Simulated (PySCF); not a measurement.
# BCl with other numerical set-ups

Which parts of the numerical set-up matter for BCl? Each run edits the base script.

Method: method and basis as typed in the scripts; program: PySCF 2.14.0.

3 further runs of the same task are left out: 3 that didn't finish.

### 1 The starting structure

BCl: 2 atoms, charge 0, spin multiplicity 1.

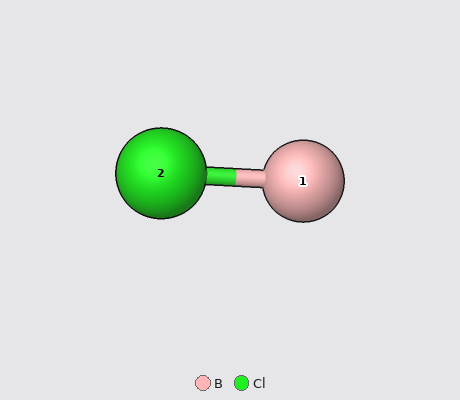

The starting geometry (boron pink, chlorine green); atoms are numbered from 1 in the order of the file.

### 2 The run that the others are compared with

Input file input.py:

```python
from pyscf import gto, scf, cc

mol = gto.M(
    atom='B 0 0 0; Cl 0 0 1.527',
    basis='6-311g**',
    charge=0,
    spin=0,
    symmetry=True,
    verbose=4,
)
mf = scf.RHF(mol)
mf.kernel()
mycc = cc.CCSD(mf, frozen=6)
mycc.kernel()
mycc.ccsd_t()
mf.dip_moment()
print('orbital energies (hartree):', mf.mo_energy[..., max(0, mol.nelec[1]-3):mol.nelec[0]+3].round(4))
```

Run with:

```bash
OMP_NUM_THREADS=1 python input.py
```

The log of this run is left out.

Base result: E(SCF) = -484.116801 Eh, 9 cycles, E(CCSD) − E(SCF) = -0.23126 Eh, (T) = -0.00777 Eh, μ = 2.53 D (of the SCF density).

The bond length is a typed value, not an optimised one.

### 3 Lanl2dz (core potential on)

Run 1 changes basis set: 6-311g** → lanl2dz; core potential: off → on; frozen orbitals: 6 → 1. The core potential changes with it: totals don't compare.

Input file input.py:

```python
from pyscf import gto, scf, cc

mol = gto.M(
    atom='B 0 0 0; Cl 0 0 1.527',
    basis='lanl2dz',
    ecp={'Cl': 'lanl2dz'},
    charge=0,
    spin=0,
    symmetry=True,
    verbose=4,
)
mf = scf.RHF(mol)
mf.kernel()
mycc = cc.CCSD(mf, frozen=1)
mycc.kernel()
mycc.ccsd_t()
mf.dip_moment()
print('orbital energies (hartree):', mf.mo_energy[..., max(0, mol.nelec[1]-3):mol.nelec[0]+3].round(4))
```

Run with:

```bash
OMP_NUM_THREADS=1 python input.py
```

### 4 6-31+g*

Run 2 changes basis set: 6-311g** → 6-31+g*.

input.py, as its differences from that of step 2:

```diff
@@ -4,3 +4,3 @@
     atom='B 0 0 0; Cl 0 0 1.527',
-    basis='6-311g**',
+    basis='6-31+g*',
     charge=0,
```

### 5 Cc-pcvdz

Run 3 changes basis set: 6-311g** → cc-pcvdz.

input.py, as its differences from that of step 2:

```diff
@@ -4,3 +4,3 @@
     atom='B 0 0 0; Cl 0 0 1.527',
-    basis='6-311g**',
+    basis='cc-pcvdz',
     charge=0,
```

What does the calculation give? Wanted: for each run, E(SCF); from base; gap; SCF dipole; after the SCF.

**Answer**, as computed:

| run | E(SCF) (hartree) | from base (eV) | cycles | gap (eV) | SCF dipole (D) | functions | after the SCF |
| --- | --- | --- | --- | --- | --- | --- | --- |
| base | -484.116801 | 0 | 9 | 12.21 | 2.53 | 44 | CCSD(T) correlation -6.504 eV, core frozen |
| lanl2dz (core potential on) | -39.272191 | not comparable | 8 | 12.16 | 2.01 | 17 | CCSD(T) correlation -2.627 eV, core frozen |
| 6-31+g* | -484.086985 | +0.8113 | 9 | 11.15 | 2.53 | 40 | CCSD(T) correlation -6.163 eV, core frozen |
| cc-pcvdz | -484.111220 | +0.1519 | 9 | 12.22 | 2.68 | 45 | CCSD(T) correlation -6.353 eV, core frozen |

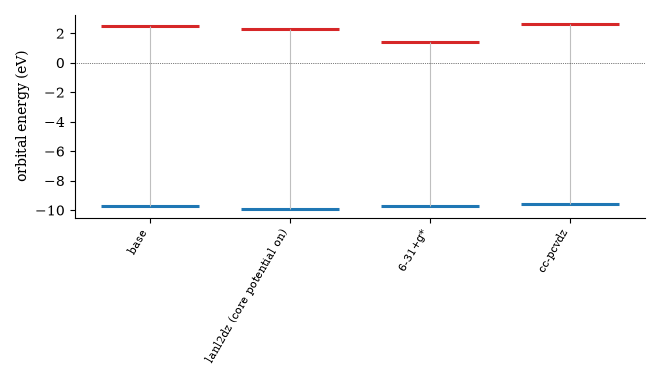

Highest filled (blue) and lowest empty (red) level of each run.

Of the runs whose energies can be compared, “6-31+g*” moves the SCF energy most (+0.811 eV). 6-31+g* (40 functions) gives an energy 0.81 eV higher than 6-311g** (44). cc-pcvdz (45 functions) gives an energy 0.15 eV higher than 6-311g** (44); size alone doesn't order basis sets of different families.
